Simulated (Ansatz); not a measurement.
## PtSb2: pressure series

The reference is PtSb2 (space group Pa-3, No. 205; a = 6.463 Å).

Cell and atoms are relaxed at each pressure.

Method: PBEsol (Ansatz, a first-principles code, PAW, no SOC).

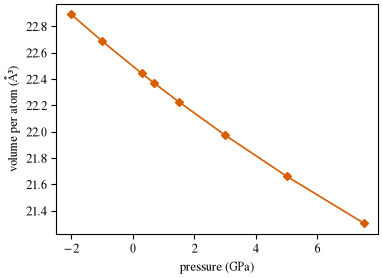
Fig. 1. Volume against pressure

Q: Estimate the zero-pressure bulk modulus from the plot.

A: About 120 GPa; a third-order Birch–Murnaghan fit to the points gives V₀ = 22.50 Å³/atom, B₀ = 120 GPa and B₀′ = 5.0.

Load acts through the strain it causes; cell and atoms are relaxed under it. Stability against distortions was not tested. No other phases were tried under pressure. The final runs are not spin-polarised. Gaps under 0.05 eV, about the width of the smearing, are given as zero.
